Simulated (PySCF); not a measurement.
# C5H14N2Si2: what the fields show

The calculation's input:

```
{"job": {"kind": "nmr", "xc": "PBE0", "basis": "pcSseg-1"}, "charge": 0, "multiplicity": 1}
C      5.511215    -0.084359    -0.671308
C      4.559603    -0.297749     0.030704
Si     3.104802    -0.636535     1.126880
N      1.735768    -0.020901     0.275628
Si     0.088977    -0.104680     0.799869
N     -0.778029     0.579189    -0.514765
C     -2.219119     0.597349    -0.640566
C     -2.870004     0.977361     0.681542
C     -2.764340    -0.745214    -1.135842
H      6.343346     0.102878    -1.288366
H      2.925438    -2.079172     1.301896
H      3.322878     0.028354     2.420803
H      1.933265     0.706054    -0.392696
H     -0.156662    -1.518859     1.121850
H     -0.150405     0.712154     1.995793
H     -0.345354     0.461593    -1.420361
H     -2.472210     1.368583    -1.384220
H     -2.718626     0.189477     1.413732
H     -3.937836     1.126860     0.540860
H     -2.431727     1.894915     1.062151
H     -3.843840    -0.698164    -1.255891
H     -2.319886    -1.007349    -2.093692
H     -2.522005    -1.524799    -0.418047
```

Launched as:

```sh
OMP_NUM_THREADS=1 python probes_run.py task.json out
```

Geometry: GFN2-xTB.

Method: PySCF 2.14.0, PBE0/pcSseg-1, SCF density, gas phase, non-relativistic.

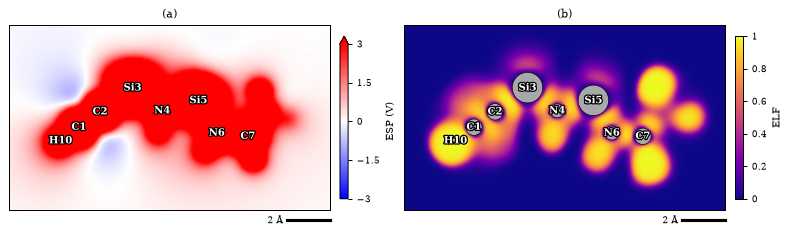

Figure 1. (a) electrostatic potential; (b) electron localisation function on the plane of atoms N4, Si5 and N6. Grey discs cover the atomic cores in the ELF map.

**Read the bonding off the picture.**

- The section cuts through C, Si, N and H sites.
- C–C (1.20 Å): the ELF peaks at about 0.85 between the atoms: a short, multiple covalent bond.
- C–N (1.45 Å): the ELF peaks at about 0.90 between the atoms: localised, covalent bonding.
- Si–N (1.72 Å): the ELF peaks at about 0.90 between the atoms, as expected for a polar covalent bond.
- C–Si (1.85 Å): the ELF peaks at about 0.95 between the atoms (localised, covalent bonding).
- C–H (1.05 Å): the ELF climbs to about 1 towards the hydrogen, as it does in any bond to H: a covalent bond by its length.
- Outside the dense part of the molecule the potential is most negative (−0.8 V) near C1.

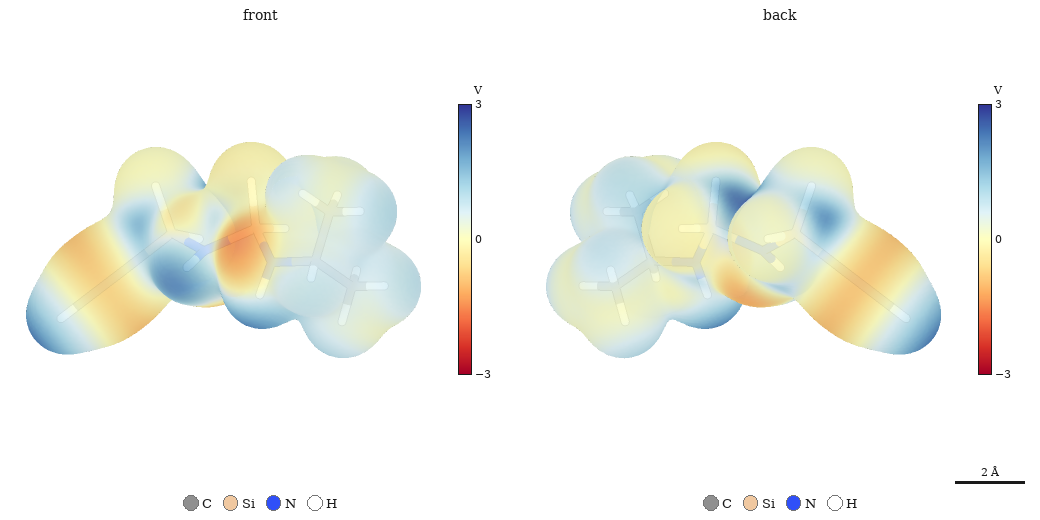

Figure 2. The molecular electrostatic potential painted on the density surface at 0.004 e/bohr³, seen from the front and from behind; red is negative and blue positive.

**Which sites attract a positive test charge, and which a negative one?**

A positive charge is drawn to the negative regions and a negative charge to the positive ones. The most negative region (about −1.3 V, or −30 kcal/mol for a unit charge) lies over N6, the most positive (about +2.3 V, or +53 kcal/mol for a unit charge) over Si3, Si5 and H10. N6 is the likeliest acceptor of a hydrogen bond.

**How polar is the molecule by this calculation?**

Its dipole moment is 1.75 D.
